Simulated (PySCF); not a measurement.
**BBr3, SMILES `BrB(Br)Br`: what the electrons do**

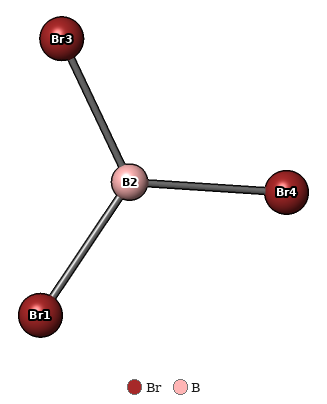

The molecule, with its atoms numbered as below. No frequency check shows the geometry to be a minimum.

Cartesian coordinates (Å):

```
Br1      1.8565   -0.2859    0.0000
B2       0.0000    0.0000    0.0000
Br3     -1.1758   -1.4648    0.0000
Br4     -0.6807    1.7507    0.0000
```

### 1. Bonding charge

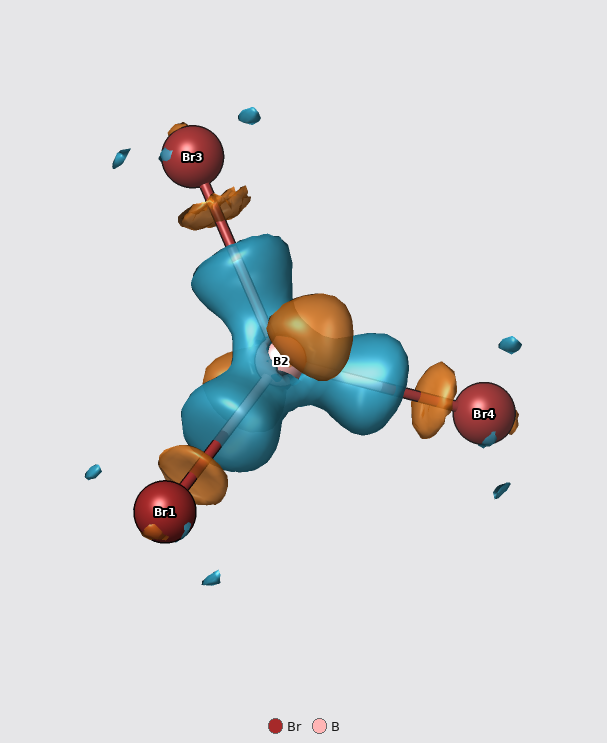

Deformation density (molecule less spherical, spin-averaged free atoms at the same positions), surfaces at ±0.1 e/Å³; light blue: gain, orange: loss.

Level of theory: M06-2X/cc-pVDZ (PySCF), at a geometry from GFN2-xTB.

Question: How much density has each bond gained at its critical point, relative to the free atoms?

Answer: Br1–B2, B2–Br3 and B2–Br4: +0.21 e/Å³ at the bond critical point (bond length 1.88 Å, Mayer order 1.3). In all, 0.8 electrons gather in the regions of gain relative to the promolecule.

### 2. Local ionisation energy

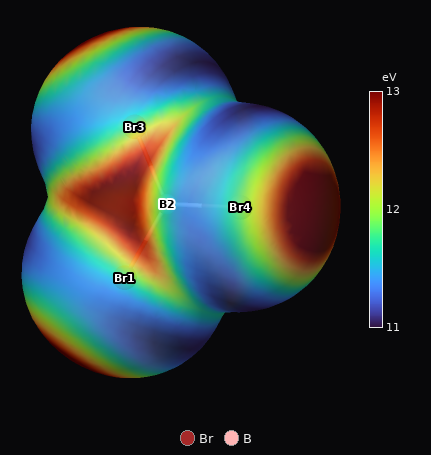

Average local ionisation energy on the surface of electron density 0.001 a.u.

Question: Where are the most loosely bound electrons on this surface?

Answer: The lowest value is 11.0 eV, 2.3 Å from Br4, and at like points elsewhere. For comparison, the highest occupied orbital lies at −9.4 eV.

### 3. Removing or adding an electron

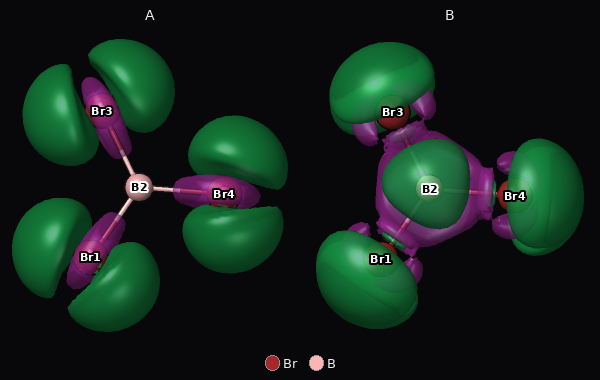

The two Fukui functions at ±0.01 e/Å³ (green positive, purple negative).

Method: PBE0/6-311G**; geometry: GFN2-xTB; program: PySCF.

Question: Which panel is f⁻ (electron removed) and which f⁺ (electron added)?

Answer: A is f⁻, B is f⁺. f⁻ (Hirshfeld-condensed) is largest on Br1, Br3 and Br4 (0.32 each); the vertical ionisation energy is 10.33 eV (the stability of the cation's solution wasn't checked). f⁺ (Hirshfeld-condensed) is largest on Br1, Br3 and Br4 (0.25 each) and B2 (0.25); the vertical electron affinity is 0.30 eV (the stability of the anion's solution wasn't checked; the anion's highest orbital has positive energy, so this value and f⁺ depend on the basis).

Question: What chemical potential and hardness follow from the two energies?

Answer: μ = −(I + A)/2 = −5.31 eV and η = I − A = 10.02 eV.

### 4. Stretching a bond

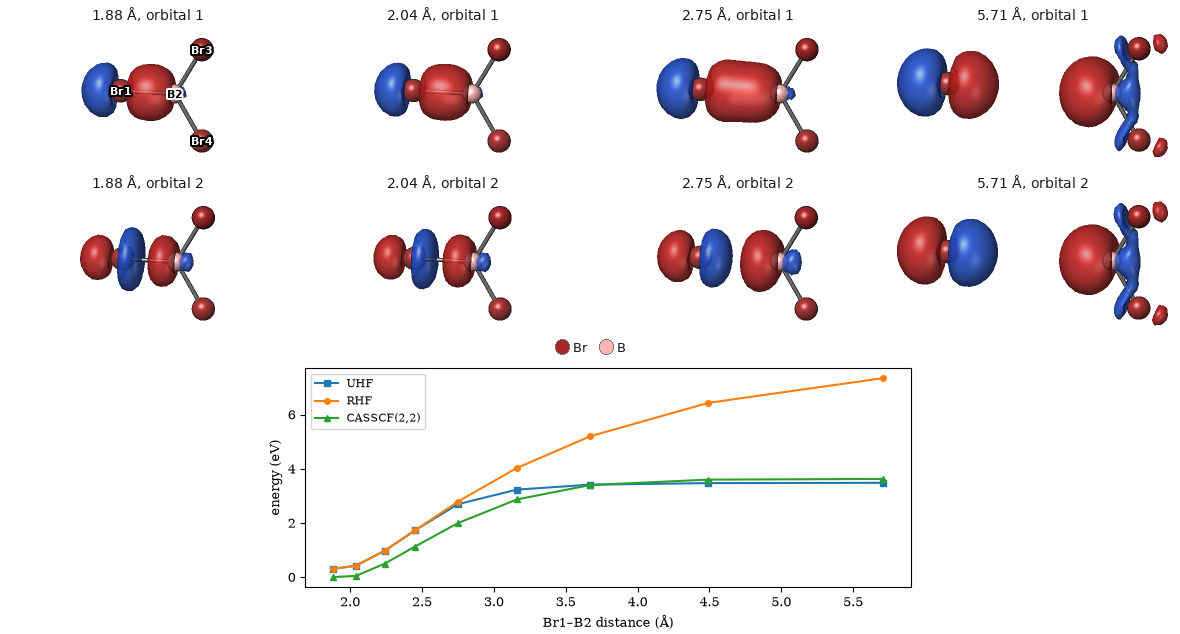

Rigid stretch of the Br1–B2 bond. The two CASSCF(2,2) natural orbitals nearest half filling (orbital 1 the more occupied). Below: energies along the scan, from the lowest point of the three curves.

Method: def2-SVP basis; geometry: GFN2-xTB; program: PySCF.

Question: How do the occupations change along the stretch?

Answer: 1.88 Å: 1.98 and 0.02; 2.04 Å: 1.97 and 0.03; 2.75 Å: 1.87 and 0.13; 5.71 Å: 1.02 and 0.98. At the longest distance computed (5.71 Å) they are 1.02 and 0.98, and the effective number of unpaired electrons is 2.0.

Question: Where does the UHF solution part from RHF?

Answer: Between 2.45 Å (⟨S²⟩ = 0, the two coincide) and 2.75 Å (⟨S²⟩ = 0.37); at 5.71 Å ⟨S²⟩ is 1.01 and UHF lies 3.9 eV below RHF.
